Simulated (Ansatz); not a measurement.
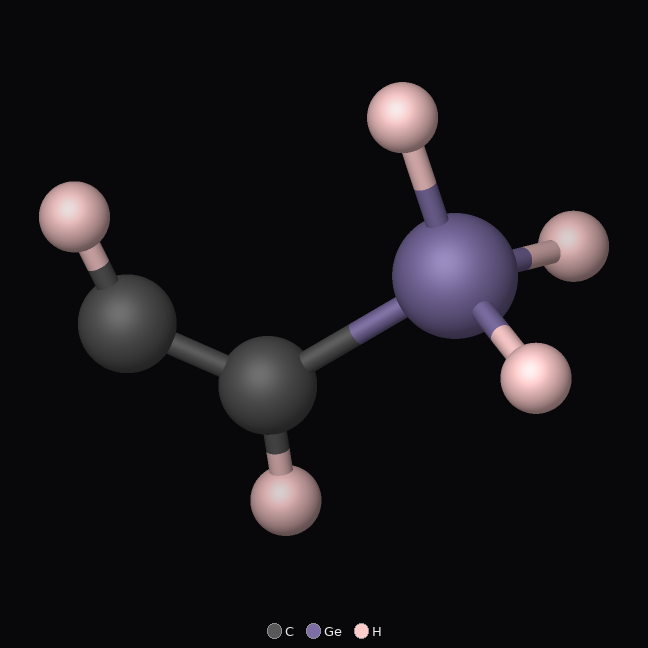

A ball-and-stick model of a molecule. Every bond is drawn as one stick, whatever its order.

Charge 0, doublet. Computed geometry: PBE0-D4/def2-TZVP optimisation.

Identify the structure.

Formula C2H5Ge. The point group is Cs. It is an open-shell species. Coordination: 1 C trigonal planar; 1 C bent; 1 Ge tetrahedral.

More results for the same structure follow; atom numbers are the same in all pictures, views and colours differ.

**Geometry**

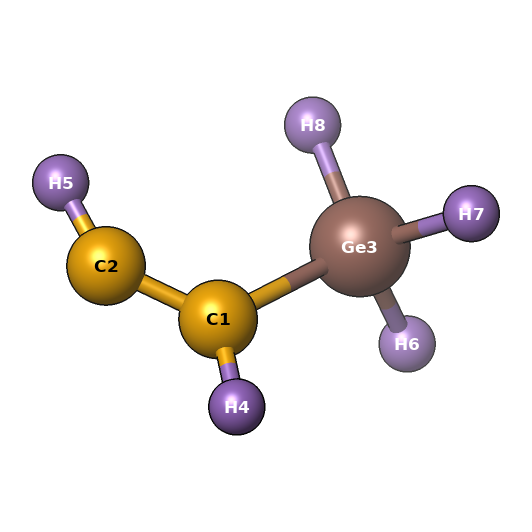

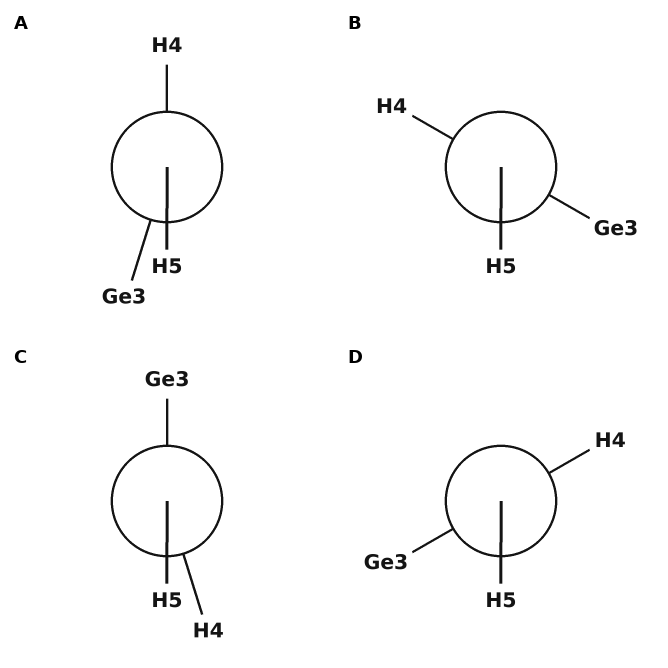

Distant atoms are faded towards the background colour. Bonds that would overlap in a projection are set slightly apart.

> Which Newman projection shows the view along C2–C1, with C2 in front?

A. The torsion angle H5–C2–C1–Ge3 is 0°, synperiplanar (eclipsed).

**Thermal motion**

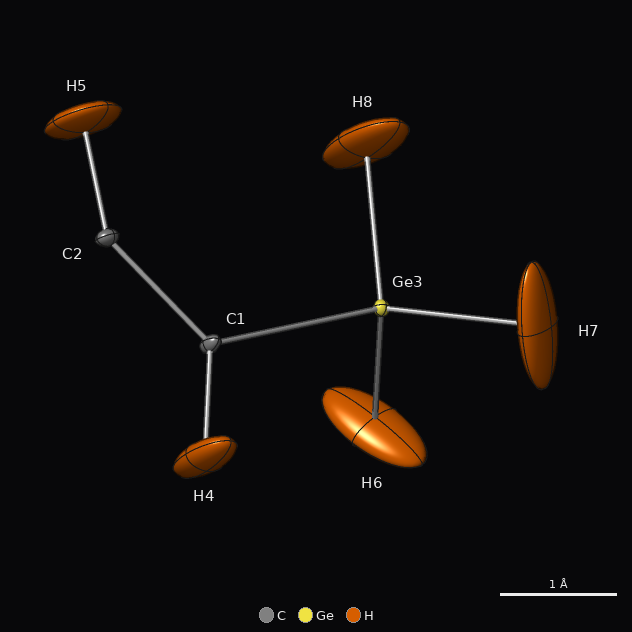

Displacement ellipsoids at the 50 % level, from the internal vibrations of the free molecule (harmonic, no overall translation or rotation; no half-axis is drawn under 0.075 Å). Vibrations computed with UKS PBE0-D4/def2-TZVP (Ansatz 0.2.0). Temperature: 298 K.

List U_eq and the three principal root-mean-square amplitudes for each kind of atom.

```tsv
atom	U_eq (Å²)	rms amplitudes (Å)
C1	0.0037	0.041, 0.051, 0.082
C2	0.0034	0.022, 0.067, 0.073
Ge3	0.00011	0.005, 0.006, 0.016
H4	0.0295	0.084, 0.130, 0.254
H5	0.0361	0.073, 0.208, 0.245
H6, H7	0.0599	0.088, 0.172, 0.377
H8	0.0510	0.087, 0.183, 0.334
```

**Charges**

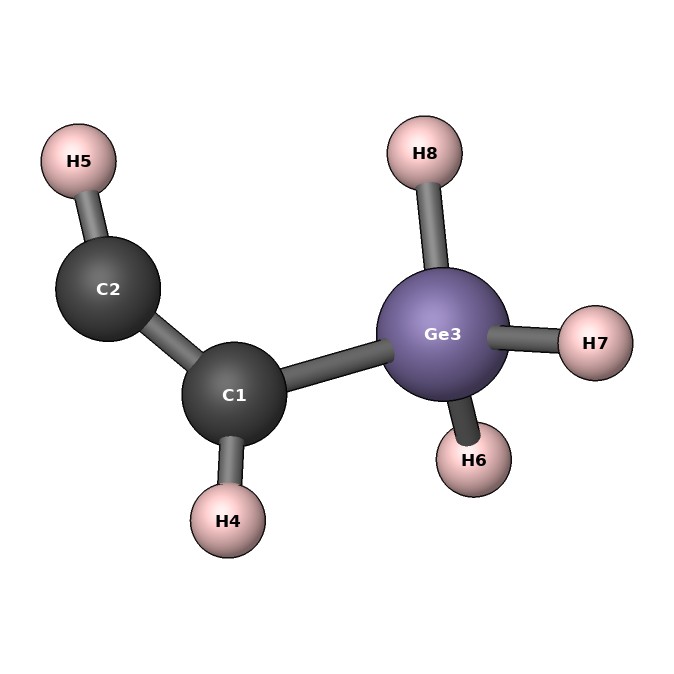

The questions are on Mulliken charges. Level of theory: UKS PBE0-D4/def2-TZVP (Ansatz 0.2.0).

> Which atom carries the highest charge (most positive or least negative)?

H5 (0.16 e).

> And the lowest?

C1 (−0.26 e).

Give the Mulliken charges atom by atom.

| atom | value (e) |
| --- | --- |
| C1 | −0.26 |
| C2 | −0.16 |
| Ge3 | 0.09 |
| H4 | 0.15 |
| H5 | 0.16 |
| H6 | 0.01 |
| H7 | 0.01 |
| H8 | 0.00 |

**Electronic properties**

Level of theory: UKS PBE0-D4/def2-TZVP (Ansatz 0.2.0).

Computed properties:

- dipole moment: 0.44 D
- ⟨S²⟩ of the determinant: 0.763
- harmonic zero-point energy: 135.2 kJ/mol
- dispersion correction: −10.7 kJ/mol

Mulliken values depend strongly on the basis set and can even reverse the polarity of a bond.
